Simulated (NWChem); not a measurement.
# triplet C2F2 at 4 levels

Aim: a comparison of 4 runs (U-revPBE/cc-pVTZ, UBLYP/cc-pVTZ, UPBE/cc-pVTZ, UTPSS/cc-pVTZ) of triplet C2F2. 

The results are computed with NWChem 7.3.0.

### Step 1. The molecule

The species is C2F2 (4 atoms), meant as a triplet with charge 0. As SMILES of the parent species, `FC#CF`. The shape is that of a PBE0-D4/def2-TZVP optimisation. That shape belongs to the parent species and isn't relaxed for this state.

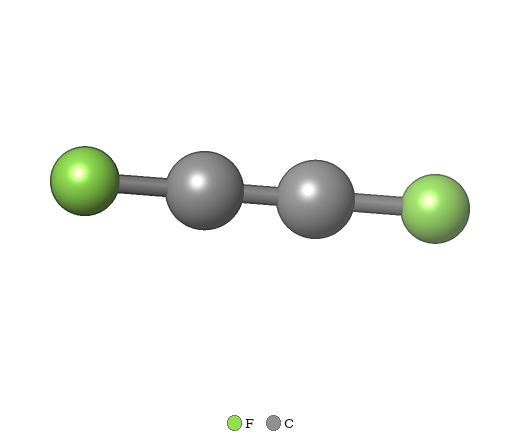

The structure, seen from a chosen angle (fluorine green, carbon grey).

### Step 2. A single-point energy at U-revPBE/cc-pVTZ (run 1)

The input, run.py:

```python
from ase import Atoms
from ase.calculators.nwchem import NWChem

atoms = Atoms(['F', 'C', 'C', 'F'], positions=[
    [-0.136400, 0.128000, 1.852800],
    [-0.033700, 0.030200, 0.583200],
    [0.061400, -0.060400, -0.593400],
    [0.164100, -0.158200, -1.863000],
])

calc = NWChem(
    label='c2f2',
    theory='dft',
    memory='2200 mb',
    basis='cc-pVTZ',
    basispar='spherical bse',
    dft={'xc': 'revpbe cpbe96', 'mult': '3', 'grid': 'fine', 'convergence': 'energy 1e-08', 'iterations': '100', 'mulliken': None},
    task='energy',
)
atoms.calc = calc

e = atoms.get_potential_energy()
print(f"E = {e:.6f} eV")
```

Started as:

```sh
export ASE_NWCHEM_COMMAND="nwchem PREFIX.nwi > PREFIX.nwo"
python run.py
```

Output:

```text
E = -7498.123789 eV
```

The calculator wrote c2f2.nwi:

```
title "c2f2"

permanent_dir c2f2

scratch_dir c2f2

start c2f2

geometry units angstrom nocenter noautosym noautoz
  F  -1.3639999999999999e-01 1.2800000000000000e-01 1.8528000000000000e+00
  C  -3.3700000000000001e-02 3.0200000000000001e-02 5.8320000000000005e-01
  C  6.1400000000000003e-02 -6.0400000000000002e-02 -5.9340000000000004e-01
  F  1.6410000000000000e-01 -1.5820000000000001e-01 -1.8630000000000000e+00
end

memory 2200 mb

basis spherical bse noprint
   * library cc-pVTZ
end

dft
  xc revpbe cpbe96
  mult 3
  grid fine
  convergence energy 1e-08
  iterations 100
  mulliken
end

task dft energy
```

c2f2.nwo:

```text
Northwest Computational Chemistry Package (NWChem) 7.3.0
             --------------------------------------------------------

           Job information
           ---------------

    nwchem branch   = 7.3.0
    use scalapack   = T
    input           = c2f2.nwi
    prefix          = c2f2.
    data base       = c2f2/c2f2.db
    status          = startup
    nproc           =        1

           Memory information
           ------------------

    heap     =     72089596 doubles =      550.0 Mbytes
    stack    =     72089601 doubles =      550.0 Mbytes
    global   =    144179200 doubles =     1100.0 Mbytes (distinct from heap & stack)
    total    =    288358397 doubles =     2200.0 Mbytes
    verify   = yes
    hardfail = no

           Directory information
           ---------------------

  0 permanent = c2f2
  0 scratch   = c2f2

                                NWChem Input Module
                                -------------------

                                       c2f2
                                       ----

[... 23 lines left out ...]
            Nuclear Dipole moment (a.u.)
[... 55 lines left out ...]
  convergence criterion.
[... 16 lines left out ...]
          Convergence on density requested:  1.00D-05
[... 19 lines left out ...]
          Spatial weights used:  Erf1
[... 3 lines left out ...]
          Convergence aids based upon iterative change in
[... 80 lines left out ...]
         Total DFT energy =     -275.550969086591
[... 1 line left out ...]
           Coulomb energy =      229.443116986776
[... 1 line left out ...]
 Nuclear repulsion energy =       95.511003870056
[... 860 lines left out ...]
                     DFT Final Beta Molecular Orbital Analysis
[... 942 lines left out ...]
   alpha    111    112    113    114    115    116    117    118    119    120
    beta    110    113    112    115    114    116    117    118    119    120
 overlap   1.000  1.000  1.000  1.000  1.000  1.000  1.000  1.000  1.000  1.000

     --------------------------
     Expectation value of S2:
     --------------------------
      <S2> =      2.0029 (Exact =     2.0000)

 center of mass
 --------------
 x =   0.02617270 y =  -0.02853486 z =  -0.00963760

 moments of inertia (a.u.)
 ------------------
         500.987201397044           3.102030038849          40.275015866554
           3.102030038849         501.289707623166         -38.359078722134
          40.275015866554         -38.359078722134           6.211430723756

     Multipole analysis of the density
     ---------------------------------

     L   x y z        total         alpha         beta         nuclear
     -   - - -        -----         -----         ----         -------
     0   0 0 0     -0.000000    -16.000000    -14.000000     30.000000

     1   1 0 0     -0.000000     -0.418764     -0.366418      0.785181
[... 8 lines of this table left out ...]
     2   0 0 2    -16.591338   -131.719265   -121.584379    236.712306

 Task  times  cpu:       34.3s     wall:       34.3s
 Total times  cpu:       34.4s     wall:       34.4s
```

It took 35 s on 1 thread of AMD EPYC 9R45 (Zen 5), shared host; peak memory 0.12 GiB.

### Step 3. A single-point energy at UBLYP/cc-pVTZ (run 2)

The input, c2f2.nw:

```
start c2f2
title "C2F2 energy"
memory stack 880 mb heap 220 mb global 1100 mb
charge 0

geometry noautosym nocenter noautoz
 F    -0.136400    0.128000    1.852800
 C    -0.033700    0.030200    0.583200
 C     0.061400   -0.060400   -0.593400
 F     0.164100   -0.158200   -1.863000
end

basis spherical bse
 F library cc-pVTZ
 C library cc-pVTZ
end

dft
 xc becke88 lyp
 mult 3
 grid fine
 convergence energy 1e-08
 maxiter 100
 mulliken
 noprint "final vectors analysis"
end

task dft energy
```

Started as:

```sh
nwchem c2f2.nw > c2f2.out
```

Output:

```text
[...]
          Wavefunction type:  spin polarized.
          No. of atoms     :     4
          No. of electrons :    30
[...]
          Charge           :     0
          Spin multiplicity:     3
[...]
          AO basis - number of functions:   120
[...]
              XC Information
              --------------
                    Becke 1988 Exchange Functional  1.000
              Lee-Yang-Parr Correlation Functional  1.000
[...]
 d= 0,ls=0.0,diis     1   -275.5036674100 -3.71D+02  7.20D-03  3.30D-01     1.8
[...]
 d= 0,ls=0.5,diis    22   -275.6049942463 -6.15D-09  9.27D-07  4.77D-09    32.6
[...]
         Total DFT energy =     -275.604994249287
      One electron energy =     -568.872462003753
           Coulomb energy =      229.453406247299
    Exchange-Corr. energy =      -31.696942362889
 Nuclear repulsion energy =       95.511003870056
[...]
      Total Density - Mulliken Population Analysis
     ---------------------------------------------
    Atom       Charge   Shell Charges
 -----------   ------   -------------------------------------------------------
    1 F    9     8.93   1.94  0.29  1.06  0.52  1.59  2.31  1.20  0.00  0.01  0.00
    2 C    6     6.07   1.96  0.23  0.78  0.16  0.84  1.25  0.68  0.05  0.10  0.02
    3 C    6     6.07   1.96  0.23  0.78  0.16  0.84  1.25  0.68  0.05  0.10  0.02
    4 F    9     8.93   1.94  0.29  1.06  0.52  1.59  2.31  1.20  0.00  0.01  0.00
[...]
      <S2> =      2.0023 (Exact =     2.0000)
[...]
```

Wall time 35 s (1 thread of AMD EPYC 9R45 (Zen 5), shared host); peak memory 0.12 GiB.

Run 3 isn't shown in full; the table further down has it.

### Step 4. A single-point energy at UTPSS/cc-pVTZ (run 4)

The input, sp.nw:

```
start sp
title "C2F2"
memory 2200 mb
geometry noautosym nocenter noautoz
 F       -0.136400       0.128000       1.852800
 C       -0.033700       0.030200       0.583200
 C        0.061400      -0.060400      -0.593400
 F        0.164100      -0.158200      -1.863000
end
basis "ao basis" spherical bse
 * library cc-pVTZ
end
dft
 xc xtpss03 ctpss03
 mult 3
 grid fine
 convergence energy 1e-08
 maxiter 100
 mulliken
end
task dft energy
```

Started as:

```sh
nwchem sp.nw > sp.out
```

Output:

```text
[...]
          Wavefunction type:  spin polarized.
          No. of atoms     :     4
          No. of electrons :    30
[...]
          Charge           :     0
          Spin multiplicity:     3
[...]
          AO basis - number of functions:   120
[...]
              XC Information
              --------------
                  TPSS metaGGA Exchange Functional  1.000
             TPSS03 metaGGA Correlation Functional  1.000
[...]
 d= 0,ls=0.0,diis     1   -275.5738397764 -3.71D+02  8.62D-03  2.29D-01     1.9
[...]
 d= 0,ls=0.5,diis    22   -275.6591900532 -5.18D-09  3.32D-07  3.67D-09    36.4
[...]
         Total DFT energy =     -275.659190055616
      One electron energy =     -568.979795257831
           Coulomb energy =      229.589897699955
    Exchange-Corr. energy =      -31.780296367797
 Nuclear repulsion energy =       95.511003870056
[...]
      Total Density - Mulliken Population Analysis
     ---------------------------------------------
    Atom       Charge   Shell Charges
 -----------   ------   -------------------------------------------------------
    1 F    9     8.95   1.94  0.29  1.07  0.53  1.57  2.35  1.18  0.00  0.01  0.00
    2 C    6     6.05   1.96  0.21  0.82  0.19  0.81  1.30  0.58  0.05  0.12  0.02
    3 C    6     6.05   1.96  0.21  0.82  0.19  0.81  1.30  0.58  0.05  0.12  0.02
    4 F    9     8.95   1.94  0.29  1.07  0.53  1.57  2.35  1.18  0.00  0.01  0.00
[...]
      <S2> =      2.0038 (Exact =     2.0000)
[...]
```

It took 39 s on 1 thread of AMD EPYC 9R45 (Zen 5), shared host; peak memory 0.12 GiB.

### Step 5. All runs side by side

| run | level | energy (Eh) | dipole moment (D) | ⟨S²⟩ | wall time |
| --- | --- | --- | --- | --- | --- |
| 1 | U-revPBE/cc-pVTZ | -275.550969 | 0.00 | 2.003 | 35 s |
| 2 | UBLYP/cc-pVTZ | -275.604994 | 0.00 | 2.002 | 35 s |
| 3 | UPBE/cc-pVTZ | -275.356702 | 0.00 | 2.003 | 35 s |
| 4 | UTPSS/cc-pVTZ | -275.659190 | 0.00 | 2.004 | 39 s |

### Step 6. Outcome

| quantity | value |
| --- | --- |
| run 4: total energy | -275.65919 Eh |
| run 4: dipole moment | 0.00 D |
| run 4: HOMO energy (highest over α and β) | -1.07 eV |
| run 4: ⟨S²⟩ | 2.004 |

**Reading.** Totals of different functionals can't be ranked against each other. All runs together took 2.4 min, the longest 39 s.
